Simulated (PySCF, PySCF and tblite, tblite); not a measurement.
# C4H13NSi2: a path driven as pyramidal inversion, and NMR exchange

How fast is pyramidal inversion in C4H13NSi2 (`N[SiH2]C/C=C/C[SiH3]`), and when do the exchanging lines merge?

Computed with tblite 0.8.0 (tight binding) and PySCF 2.14.0 (DFT, with response routines of our own); each step states its level. Atoms count from 0 throughout.

### Step 1. The starting structure

20 atoms, charge 0, multiplicity 1; geometry from: force field or distance geometry start.

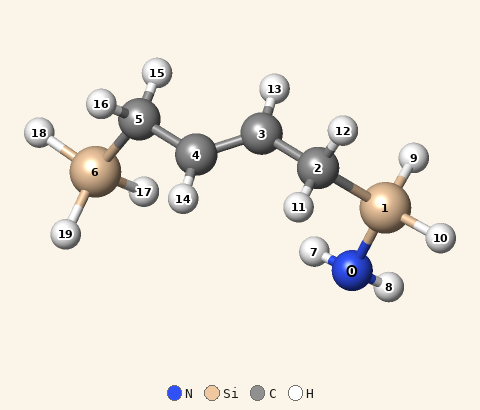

The starting geometry (nitrogen blue, silicon light orange, carbon grey, hydrogen white), atoms numbered.

### Step 2. GFN2-xTB relaxation, start minimum

Job settings and geometry (Å):

```
{"job": {"xc": "GFN2-xTB", "basis": "xTB", "kind": "relax"}, "charge": 0, "multiplicity": 1}
N     -2.574900     1.291700    -0.038300
Si    -2.744200    -0.274600    -0.675200
C     -1.412200    -1.437200     0.000500
C     -0.003500    -1.047300    -0.359200
C      0.919300    -0.704800     0.567100
C      2.338500    -0.346300     0.215100
Si     2.842200     1.415800     0.625600
H     -1.654800     1.660700    -0.265400
H     -3.245100     1.903100    -0.500200
H     -2.625500    -0.129300    -2.127600
H     -4.104200    -0.747600    -0.331800
H     -1.543900    -1.511500     1.086500
H     -1.612300    -2.437100    -0.390100
H      0.274400    -1.096500    -1.407500
H      0.646500    -0.676300     1.617700
H      2.530300    -0.514200    -0.836700
H      3.005200    -1.028600     0.763700
H      2.007000     2.378700    -0.128100
H      4.264900     1.638200     0.272700
H      2.687100     1.673600     2.090500
```

Started as:

```
$ OMP_NUM_THREADS=1 python ens_run.py task.json out
```

The driver reads the study from task.json and runs its stages one after another.

Log:

```text
step      E/eV     max force
  0    -586.31181    1.536
  1    -586.38100    1.100
  2    -586.41067    0.449
  3    -586.43236    0.407
  4    -586.45800    0.435
  5    -586.48101    0.412
  6    -586.50169    0.377
  7    -586.51787    0.278
  8    -586.52982    0.226
  9    -586.53675    0.160
 10    -586.54071    0.128
 11    -586.54394    0.125
 12    -586.54682    0.126
 13    -586.54920    0.105
 14    -586.55085    0.097
 15    -586.55197    0.073
 16    -586.55292    0.078
 17    -586.55375    0.072
 18    -586.55441    0.051
 19    -586.55493    0.051
 20    -586.55547    0.058
 21    -586.55615    0.066
 22    -586.55690    0.063
 23    -586.55757    0.059
 24    -586.55817    0.058
 25    -586.55888    0.058
 26    -586.55968    0.085
 27    -586.56039    0.076
 28    -586.56093    0.068
 29    -586.56144    0.077
 30    -586.56208    0.077
 31    -586.56287    0.094
 32    -586.56360    0.085
 33    -586.56419    0.049
 34    -586.56477    0.063
 35    -586.56550    0.070
 36    -586.56629    0.089
 37    -586.56690    0.068
 38    -586.56732    0.050
 39    -586.56777    0.058
 40    -586.56845    0.077
 41    -586.56930    0.094
 42    -586.57007    0.071
 43    -586.57064    0.056
 44    -586.57120    0.051
 45    -586.57187    0.074
 46    -586.57278    0.083
 47    -586.57366    0.078
 48    -586.57462    0.091
 49    -586.57558    0.073
 50    -586.57649    0.053
 51    -586.57710    0.077
 52    -586.57769    0.054
 53    -586.57834    0.067
 54    -586.57913    0.071
 55    -586.57979    0.049
 56    -586.58017    0.069
 57    -586.58043    0.041
 58    -586.58078    0.054
 59    -586.58119    0.054
 60    -586.58148    0.029
 61    -586.58166    0.029
 62    -586.58182    0.035
 63    -586.58200    0.037
 64    -586.58225    0.037
 65    -586.58262    0.051
 66    -586.58310    0.058
 67    -586.58360    0.052
 68    -586.58400    0.053
 69    -586.58436    0.047
 70    -586.58480    0.048
 71    -586.58541    0.057
 72    -586.58616    0.063
 73    -586.58691    0.056
 74    -586.58753    0.056
 75    -586.58823    0.062
 76    -586.58926    0.079
 77    -586.59056    0.082
 78    -586.59189    0.072
 79    -586.59302    0.078
 80    -586.59408    0.067
 81    -586.59535    0.088
 82    -586.59670    0.073
 83    -586.59772    0.087
 84    -586.59865    0.061
 85    -586.59936    0.049
 86    -586.60005    0.047
 87    -586.60039    0.041
 88    -586.60073    0.034
 89    -586.60097    0.038
 90    -586.60126    0.051
 91    -586.60159    0.046
 92    -586.60189    0.035
 93    -586.60207    0.022
 94    -586.60216    0.018
 95    -586.60222    0.018
 96    -586.60229    0.016
 97    -586.60238    0.019
 98    -586.60249    0.028
 99    -586.60259    0.026
100    -586.60270    0.023
101    -586.60279    0.025
102    -586.60291    0.027
103    -586.60306    0.028
104    -586.60326    0.029
105    -586.60346    0.031
106    -586.60365    0.031
107    -586.60384    0.029
108    -586.60400    0.030
109    -586.60415    0.024
110    -586.60428    0.023
111    -586.60445    0.028
112    -586.60467    0.040
113    -586.60494    0.047
114    -586.60522    0.039
115    -586.60546    0.031
116    -586.60563    0.027
117    -586.60577    0.024
118    -586.60587    0.028
119    -586.60596    0.021
120    -586.60605    0.022
121    -586.60615    0.022
122    -586.60626    0.027
123    -586.60637    0.026
124    -586.60644    0.018
125    -586.60650    0.020
126    -586.60657    0.023
127    -586.60666    0.023
128    -586.60677    0.030
129    -586.60687    0.026
130    -586.60695    0.017
131    -586.60701    0.019
132    -586.60708    0.018
133    -586.60715    0.019
134    -586.60722    0.017
135    -586.60730    0.023
136    -586.60739    0.028
137    -586.60747    0.024
138    -586.60757    0.020
139    -586.60765    0.021
140    -586.60772    0.020
141    -586.60781    0.025
142    -586.60794    0.027
143    -586.60811    0.025
144    -586.60826    0.022
145    -586.60837    0.021
146    -586.60844    0.023
147    -586.60853    0.023
148    -586.60864    0.018
149    -586.60873    0.017
150    -586.60878    0.017
151    -586.60882    0.013
152    -586.60885    0.013
153    -586.60888    0.015
154    -586.60892    0.014
155    -586.60895    0.012
156    -586.60898    0.012
157    -586.60900    0.011
158    -586.60902    0.011
159    -586.60904    0.013
160    -586.60906    0.013
161    -586.60908    0.009
162    -586.60909    0.006
163    -586.60909    0.008
164    -586.60911    0.010
165    -586.60912    0.015
166    -586.60914    0.016
167    -586.60917    0.016
168    -586.60919    0.013
169    -586.60921    0.009
170    -586.60922    0.009
171    -586.60923    0.009
172    -586.60925    0.009
173    -586.60925    0.007
174    -586.60926    0.006
175    -586.60927    0.006
176    -586.60928    0.007
177    -586.60928    0.006
178    -586.60929    0.006
179    -586.60930    0.008
180    -586.60931    0.009
181    -586.60932    0.006
182    -586.60932    0.005
183    -586.60933    0.006
184    -586.60933    0.007
185    -586.60934    0.007
186    -586.60935    0.006
187    -586.60935    0.005
188    -586.60936    0.007
189    -586.60937    0.010
190    -586.60939    0.012
191    -586.60941    0.010
192    -586.60942    0.008
193    -586.60943    0.006
194    -586.60944    0.007
195    -586.60945    0.009
196    -586.60946    0.009
197    -586.60947    0.007
198    -586.60948    0.007
199    -586.60949    0.008
200    -586.60950    0.007
201    -586.60951    0.006
202    -586.60952    0.005
203    -586.60952    0.005
204    -586.60953    0.006
205    -586.60953    0.005
206    -586.60953    0.003
```

Run time: 3.4 s. Hardware: 1 thread of Intel Xeon Platinum 8259CL at 2.50GHz, shared host.

Relaxing gained 0.298 eV and moved the atoms by 0.56 Å on average (rms).

### Step 3. Relaxed scan, inversion

Job settings and geometry (Å):

```
{"job": {"xc": "GFN2-xTB", "basis": "xTB", "coordinate": [["t", [8, 1, 7, 0], 0.3333333333333333], ["t", [1, 7, 8, 0], 0.3333333333333333], ["t", [7, 8, 1, 0], 0.3333333333333333]], "kind": "drive"}, "charge": 0, "multiplicity": 1}
N     -1.955953     1.235108     0.222204
Si    -2.523667    -0.107248    -0.690048
C     -1.428126    -1.570024    -0.136422
C      0.003161    -1.244799    -0.366462
C      0.838100    -0.815472     0.569398
C      2.242919    -0.380402     0.324420
Si     2.353730     1.523751     0.336386
H     -0.965877     1.312142     0.398185
H     -2.357893     2.146233     0.078271
H     -2.429856     0.029414    -2.154649
H     -3.922017    -0.312984    -0.308093
H     -1.601718    -1.767939     0.920779
H     -1.707245    -2.463985    -0.693188
H      0.345953    -1.324702    -1.391280
H      0.493329    -0.729968     1.592811
H      2.589182    -0.761507    -0.637585
H      2.899891    -0.789691     1.094096
H      1.542574     2.056631    -0.762388
H      3.748736     1.938393     0.177841
H      1.829629     2.037728     1.605070
```

Log:

```text
point  coordinate     E/eV
  0     16.700     -586.60536
  1     11.300     -586.59757
  2      5.700     -586.58859
  3      0.200     -586.58176
  4     -5.400     -586.57755
  5    -11.000     -586.57636
  6    -16.600     -586.58439
  7    -21.900     -586.58413
```

It took 2 s on 1 thread of Intel Xeon Platinum 8259CL at 2.50GHz, shared host.

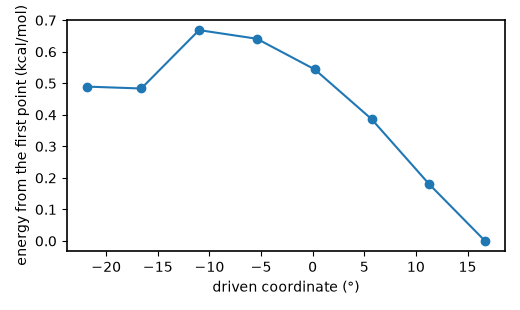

Energy along the scan.

### Step 4. Nudged elastic band, leg 1

Changed since step 3:

```diff
@@ -1,2 +1,2 @@
-{"job": {"xc": "GFN2-xTB", "basis": "xTB", "coordinate": [["t", [8, 1, 7, 0], 0.3333333333333333], ["t", [1, 7, 8, 0], 0.3333333333333333], ["t", [7, 8, 1, 0], 0.3333333333333333]], "kind": "drive"}, "charge": 0, "multiplicity": 1}
+{"job": {"xc": "GFN2-xTB", "basis": "xTB", "kind": "neb"}, "charge": 0, "multiplicity": 1}
 N     -1.955953     1.235108     0.222204
```

Log:

```text
image   E - E0 / eV
  0       0.0000
  1       0.0242
  2       0.0333
  3       0.0269
  4       0.0243
  5       0.0227
  6       0.0218
```

Run time: 3.2 s. Hardware: 1 thread of Intel Xeon Platinum 8259CL at 2.50GHz, shared host; peak memory 0.2 GiB.

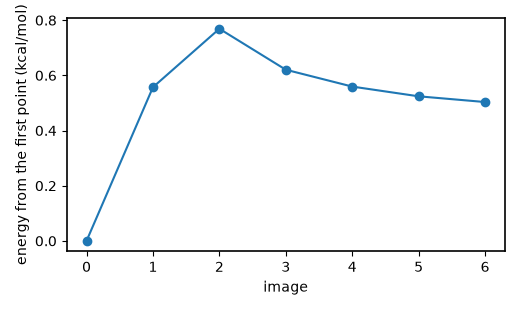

Energy along the band.

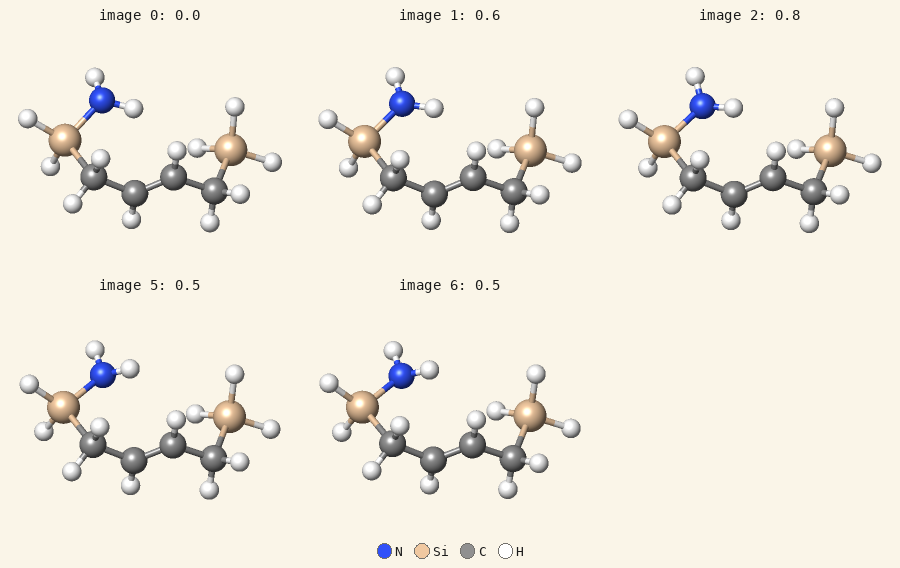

Images along the band, with energies in kcal/mol.

### Step 5. Saddle search, leg 1

Job settings and geometry (Å):

```
{"job": {"xc": "GFN2-xTB", "basis": "xTB", "kind": "saddle"}, "charge": 0, "multiplicity": 1}
N     -1.832258     1.305987    -0.028697
Si    -2.518189    -0.104398    -0.719609
C     -1.430538    -1.568946    -0.151467
C      0.000190    -1.242456    -0.374520
C      0.830563    -0.806891     0.563080
C      2.237207    -0.376335     0.320927
Si     2.351071     1.528552     0.320654
H     -0.995226     1.247227     0.524866
H     -2.372663     2.127088     0.177106
H     -2.486429     0.001672    -2.183123
H     -3.899979    -0.324994    -0.276714
H     -1.607559    -1.769730     0.904970
H     -1.708465    -2.463457    -0.707887
H      0.346485    -1.327510    -1.396798
H      0.480929    -0.717075     1.585724
H      2.585820    -0.762450    -0.638458
H      2.891779    -0.785336     1.093063
H      1.542471     2.058280    -0.777317
H      3.749425     1.937324     0.170015
H      1.835367     2.043447     1.594184
```

Log:

```text
step      E/eV     max force
  0    -586.57618   0.0540
  1    -586.57634   0.4751
  2    -586.57829   0.0672
  3    -586.57910   0.1738
  4    -586.57887   0.0373
  5    -586.57930   0.0287
  6    -586.57986   0.0377
  7    -586.58053   0.0726
  8    -586.58015   0.0332
  9    -586.58053   0.0331
 10    -586.58087   0.0344
 11    -586.58118   0.0284
 12    -586.58157   0.0335
 13    -586.58189   0.0420
 14    -586.58214   0.0443
 15    -586.58233   0.0077
 16    -586.58245   0.0089
 17    -586.58247   0.0042
 18    -586.58247   0.0022
lowest wavenumbers (cm-1): -264.4 36.8 55.6 85.3 94.6 126.6
```

Wall time 19 s (1 thread of Intel Xeon Platinum 8259CL at 2.50GHz, shared host); peak memory 0.2 GiB.

Point group C1; 1 imaginary mode, 264i cm⁻¹, carried by H7, N0, H8. Steps downhill from it reached both ends.

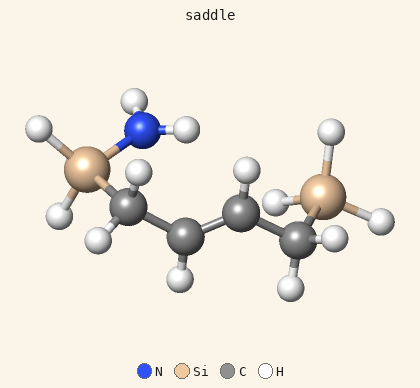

The saddle point.

### Step 6. Shieldings, start: PBE0/pcSseg-1

Job settings and geometry (Å):

```
{"job": {"kind": "nmr", "xc": "PBE0", "basis": "pcSseg-1", "pop": false}, "charge": 0, "multiplicity": 1}
N     -1.955953     1.235108     0.222204
Si    -2.523667    -0.107248    -0.690048
C     -1.428126    -1.570024    -0.136422
C      0.003161    -1.244799    -0.366462
C      0.838100    -0.815472     0.569398
C      2.242919    -0.380402     0.324420
Si     2.353730     1.523751     0.336386
H     -0.965877     1.312142     0.398185
H     -2.357893     2.146233     0.078271
H     -2.429856     0.029414    -2.154649
H     -3.922017    -0.312984    -0.308093
H     -1.601718    -1.767939     0.920779
H     -1.707245    -2.463985    -0.693188
H      0.345953    -1.324702    -1.391280
H      0.493329    -0.729968     1.592811
H      2.589182    -0.761507    -0.637585
H      2.899891    -0.789691     1.094096
H      1.542574     2.056631    -0.762388
H      3.748736     1.938393     0.177841
H      1.829629     2.037728     1.605070
```

Log:

```text
coarse grid: 16720 points
cycle   1  E = -793.3212752474  dE =  4.591e-01  |g| = 5.498e-01  |ddm| = 3.906e+00
cycle   2  E = -793.2822607746  dE =  3.901e-02  |g| = 6.862e-01  |ddm| = 1.160e+00
cycle   3  E = -793.3934087285  dE = -1.111e-01  |g| = 5.548e-02  |ddm| = 7.309e-01
cycle   4  E = -793.3939592314  dE = -5.505e-04  |g| = 2.723e-02  |ddm| = 7.978e-02
cycle   5  E = -793.3941326376  dE = -1.734e-04  |g| = 5.506e-03  |ddm| = 2.900e-02
cycle   6  E = -793.3941400280  dE = -7.390e-06  |g| = 1.651e-03  |ddm| = 7.346e-03
final grid: 149512 points
cycle   7  E = -793.4319469441  dE = -2.903e-05  |g| = 8.797e-03  |ddm| = 2.642e-02
cycle   8  E = -793.4319333269  dE =  1.362e-05  |g| = 1.155e-02  |ddm| = 1.836e-02
cycle   9  E = -793.4319659098  dE = -3.258e-05  |g| = 1.183e-03  |ddm| = 1.074e-02
cycle  10  E = -793.4319662366  dE = -3.268e-07  |g| = 3.142e-04  |ddm| = 1.217e-03
cycle  11  E = -793.4319662612  dE = -2.457e-08  |g| = 8.559e-05  |ddm| = 3.665e-04
cycle  12  E = -793.4319662626  dE = -1.450e-09  |g| = 3.092e-05  |ddm| = 9.740e-05
cycle  13  E = -793.4319662629  dE = -2.281e-10  |g| = 3.582e-06  |ddm| = 3.611e-05
converged SCF energy = -793.4319662629

GIAO shielding tensors (ppm)
atom      isotropic    diamagn.    paramagn.     s11        s22        s33       span
  0 N      263.044     321.220     -58.176    237.291    249.789    302.053     64.762
  1 Si     394.694     879.889    -485.195    364.079    383.539    436.465     72.386
  2 C      164.982     252.995     -88.013    152.293    161.906    180.747     28.454
  3 C       53.758     260.340    -206.582    -53.493     67.224    147.543    201.036
  4 C       54.710     260.612    -205.901    -55.817     73.859    146.089    201.906
  5 C      168.534     252.364     -83.830    154.775    158.492    192.335     37.561
  6 Si     419.293     879.636    -460.343    378.819    410.504    468.556     89.737
  7 H       31.350      36.335      -4.985     21.514     28.806     43.731     22.217
  8 H       31.829      30.702       1.127     23.829     27.344     44.314     20.485
  9 H       26.945      29.528      -2.582     23.723     24.480     32.633      8.910
 10 H       27.067      28.255      -1.188     23.555     24.917     32.730      9.175
 11 H       29.875      31.987      -2.112     26.081     28.578     34.967      8.886
 12 H       30.038      29.809       0.229     25.573     27.865     36.675     11.102
 13 H       25.976      35.650      -9.674     22.946     25.860     29.122      6.176
 14 H       25.998      36.004     -10.005     22.741     25.824     29.430      6.689
 15 H       29.881      31.557      -1.676     25.960     29.075     34.609      8.649
 16 H       29.989      29.586       0.403     25.543     27.908     36.517     10.974
 17 H       28.128      30.238      -2.110     25.050     27.399     31.936      6.885
 18 H       27.654      28.608      -0.954     24.231     24.985     33.746      9.515
 19 H       27.921      29.696      -1.775     25.288     26.305     32.170      6.882
```

Wall time 62 s (1 thread of Intel Xeon Platinum 8259CL at 2.50GHz, shared host); peak memory 0.89 GiB.

This run: HOMO -6.59 eV, LUMO 0.17 eV; dipole 0.82 D.

### Step 7. Shieldings, saddle of leg 1: PBE0/pcSseg-1

Job settings and geometry (Å):

```
{"job": {"kind": "nmr", "xc": "PBE0", "basis": "pcSseg-1", "pop": false}, "charge": 0, "multiplicity": 1}
N     -1.828158     1.284458    -0.057771
Si    -2.553141    -0.124824    -0.700507
C     -1.428482    -1.565300    -0.143759
C     -0.002986    -1.224797    -0.379846
C      0.841828    -0.820837     0.558447
C      2.242040    -0.374167     0.309969
Si     2.347587     1.529616     0.369932
H     -0.993462     1.254521     0.500475
H     -2.253335     2.192571    -0.075126
H     -2.603216    -0.049044    -2.167485
H     -3.912367    -0.341915    -0.183259
H     -1.593395    -1.767761     0.914659
H     -1.699191    -2.464199    -0.696949
H      0.327984    -1.272464    -1.409907
H      0.511690    -0.769270     1.589561
H      2.577259    -0.727469    -0.666211
H      2.909551    -0.802416     1.060186
H      1.514124     2.093698    -0.692953
H      3.741213     1.947644     0.202123
H      1.854459     2.001955     1.668421
```

Log:

```text
coarse grid: 16720 points
cycle   1  E = -793.3186052049  dE =  4.699e-01  |g| = 5.532e-01  |ddm| = 3.910e+00
cycle   2  E = -793.2793431364  dE =  3.926e-02  |g| = 6.902e-01  |ddm| = 1.164e+00
cycle   3  E = -793.3913932900  dE = -1.121e-01  |g| = 5.298e-02  |ddm| = 7.335e-01
cycle   4  E = -793.3918874460  dE = -4.942e-04  |g| = 2.680e-02  |ddm| = 7.879e-02
cycle   5  E = -793.3920543695  dE = -1.669e-04  |g| = 5.020e-03  |ddm| = 2.777e-02
cycle   6  E = -793.3920609255  dE = -6.556e-06  |g| = 1.172e-03  |ddm| = 7.169e-03
final grid: 149512 points
cycle   7  E = -793.4301972505  dE = -3.103e-05  |g| = 8.535e-03  |ddm| = 2.618e-02
cycle   8  E = -793.4301861254  dE =  1.113e-05  |g| = 1.088e-02  |ddm| = 1.822e-02
cycle   9  E = -793.4302154368  dE = -2.931e-05  |g| = 9.616e-04  |ddm| = 1.045e-02
cycle  10  E = -793.4302156393  dE = -2.025e-07  |g| = 3.340e-04  |ddm| = 1.114e-03
cycle  11  E = -793.4302156667  dE = -2.744e-08  |g| = 8.214e-05  |ddm| = 3.483e-04
cycle  12  E = -793.4302156680  dE = -1.291e-09  |g| = 3.244e-05  |ddm| = 8.993e-05
cycle  13  E = -793.4302156683  dE = -2.508e-10  |g| = 3.555e-06  |ddm| = 3.714e-05
converged SCF energy = -793.4302156683

GIAO shielding tensors (ppm)
atom      isotropic    diamagn.    paramagn.     s11        s22        s33       span
  0 N      264.353     321.786     -57.433    227.855    253.674    311.529     83.674
  1 Si     397.359     879.632    -482.273    362.819    391.601    437.656     74.837
  2 C      165.541     253.169     -87.628    149.904    160.978    185.741     35.837
  3 C       52.673     260.163    -207.490    -55.837     65.709    148.146    203.983
  4 C       56.058     260.738    -204.680    -53.829     77.049    144.954    198.783
  5 C      168.643     252.225     -83.582    154.880    158.564    192.485     37.605
  6 Si     420.839     879.747    -458.908    383.469    411.637    467.413     83.944
  7 H       31.551      36.302      -4.751     22.307     29.048     43.299     20.992
  8 H       31.872      30.987       0.885     23.538     27.423     44.655     21.116
  9 H       26.934      29.147      -2.212     23.545     24.575     32.683      9.139
 10 H       26.849      28.013      -1.165     23.342     24.610     32.595      9.253
 11 H       29.893      32.112      -2.219     26.104     28.669     34.906      8.802
 12 H       29.940      29.754       0.186     25.610     27.634     36.575     10.965
 13 H       25.939      35.633      -9.693     22.842     25.872     29.104      6.262
 14 H       26.133      36.086      -9.953     22.886     26.039     29.474      6.588
 15 H       29.861      31.595      -1.734     25.928     29.060     34.594      8.666
 16 H       30.009      29.623       0.387     25.542     27.955     36.532     10.990
 17 H       27.950      30.124      -2.174     24.650     27.411     31.788      7.138
 18 H       27.689      28.642      -0.952     24.283     25.026     33.758      9.475
 19 H       27.971      29.787      -1.816     25.363     26.331     32.220      6.856
```

Wall time 73 s (1 thread of Intel Xeon Platinum 8259CL at 2.50GHz, shared host); peak memory 1 GiB.

Key values: HOMO -6.54 eV, LUMO 0.22 eV; dipole 0.61 D.

Orbitals, density, ELF and potential are computed afterwards from the orbital file.

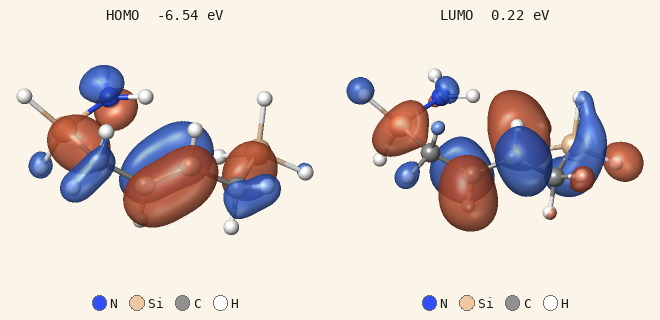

Frontier orbitals at PBE0/pcSseg-1; each surface holds 70 % of the orbital's density, blue and red mark the sign.

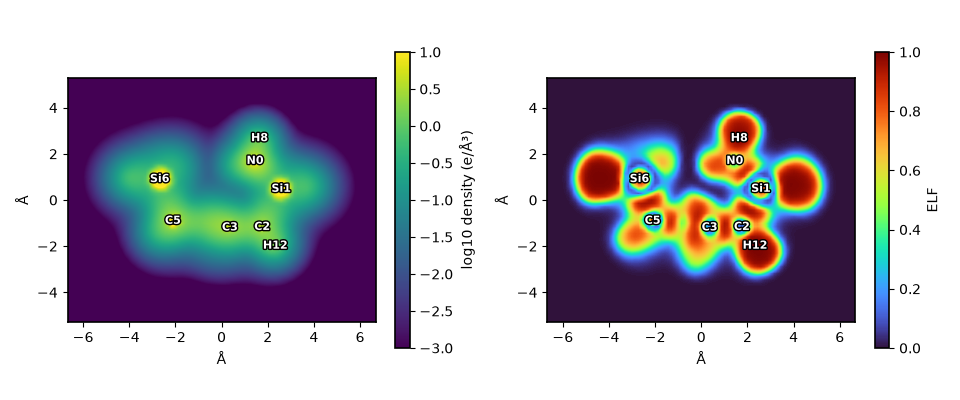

Density (left) and ELF (right) in a plane through or near 8 of the atoms.

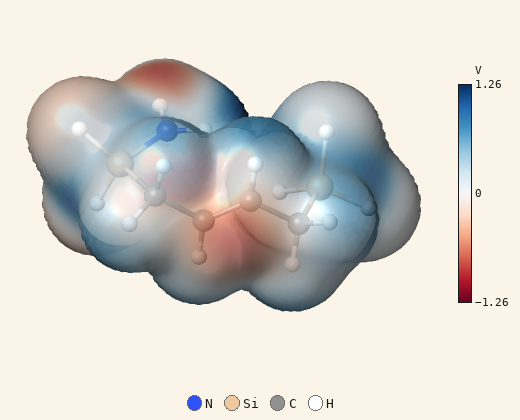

Electrostatic potential on the surface of density 0.002 e/bohr³; red is low, blue high. It runs, from the 1st to the 99th percentile, from -0.87 V near N0 to 1.26 V near H8.

[end of part 1 of 2]
